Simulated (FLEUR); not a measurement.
Band structure of Rh (Fm-3m, 1 atom in the cell).

```xyz
1
Lattice="0.0000 1.8840 1.8840 1.8840 0.0000 1.8840 1.8840 1.8840 0.0000" Properties=species:S:1:pos:R:3 pbc="T T T"
Rh     0.0000     0.0000     0.0000
```

Method of the run: PBE, all-electron FLAPW (FLEUR), scalar-relativistic valence run with FLEUR.

Settings: Kmax = 4.3 1/bohr; GmaxXC = 17.2 1/bohr; xcFunctional = pbe; jspins = 1; l_soc = F; mode = hist; fermiSmearingEnergy = 0.00367493 Htr; mesh (inpgen div1-3) = 15 15 15; inpgen gamma flag = false; Gmax = 17.2 1/bohr; numbands = 0; maxIterBroyd = 15; imix = Anderson; alpha = 0.05.

The starting cell comes from a database of computed structures (which also holds hypothetical and non-ambient phases and stackings), without a prior relaxation at this level. Its lattice was rescaled by a random factor within 2.5 % of one. Spin polarisation is off. Values depend on the basis (sphere radii, cutoffs, local orbitals), which need not be converged.

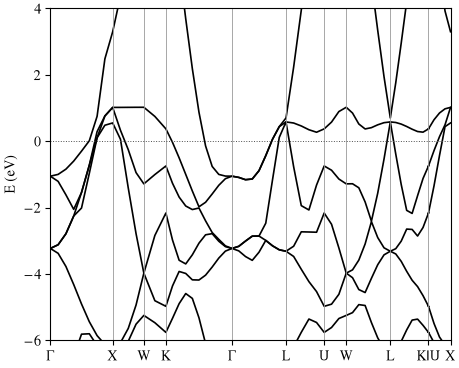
*Bands along the path, energies from the Fermi level.*

Levels in eV from the Fermi level, bands 4 to 11:
```json
[
 {"point": "Γ", "4": "-8.16", "5": "-3.23", "6": "-3.23", "7": "-3.23", "8": "-1.06", "9": "-1.06", "10": "15.76", "11": "21.27"},
 {"point": "X", "4": "-6.60", "5": "-6.22", "6": "0.55", "7": "1.02", "8": "1.02", "9": "3.30", "10": "12.85", "11": "13.43"},
 {"point": "W", "4": "-5.25", "5": "-3.98", "6": "-3.98", "7": "-1.29", "8": "1.02", "9": "9.89", "10": "9.89", "11": "11.56"},
 {"point": "K", "4": "-5.76", "5": "-4.98", "6": "-2.17", "7": "-0.75", "8": "0.37", "9": "8.11", "10": "8.79", "11": "12.52"},
 {"point": "L", "4": "-6.37", "5": "-3.32", "6": "-3.32", "7": "0.58", "8": "0.58", "9": "0.70", "10": "9.01", "11": "15.32"},
 {"point": "U", "4": "-5.76", "5": "-4.98", "6": "-2.17", "7": "-0.75", "8": "0.37", "9": "8.11", "10": "8.79", "11": "12.52"}
]
```
